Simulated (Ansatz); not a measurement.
The reference is ZrO2 (space group P4_2/nmc, No. 137; a = 3.601 Å, c = 5.228 Å).

Perturbation: every Zr is replaced by Hf; the structure is relaxed again.

The values are results of r2SCAN (Ansatz, an electronic-structure program), spin-orbit coupling left out, not measurements.

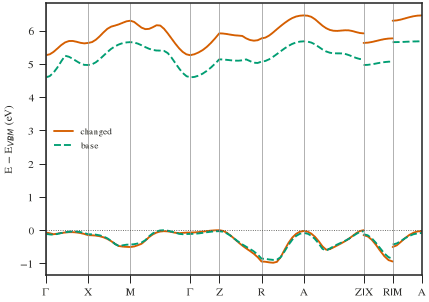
Figure. Highest valence and lowest conduction band along the path, each from its own valence-band maximum

**Question.** Read the changed gap and its character from the plot.

**Answer.** About 5.3 eV, indirect, Z → Γ.

Spin-orbit coupling, missing from the scalar runs, can matter with Hf. Stability against distortions was not tested. This is not the structure that HfO2 has at room temperature and ambient pressure. This is not the structure that ZrO2 has at room temperature and ambient pressure.
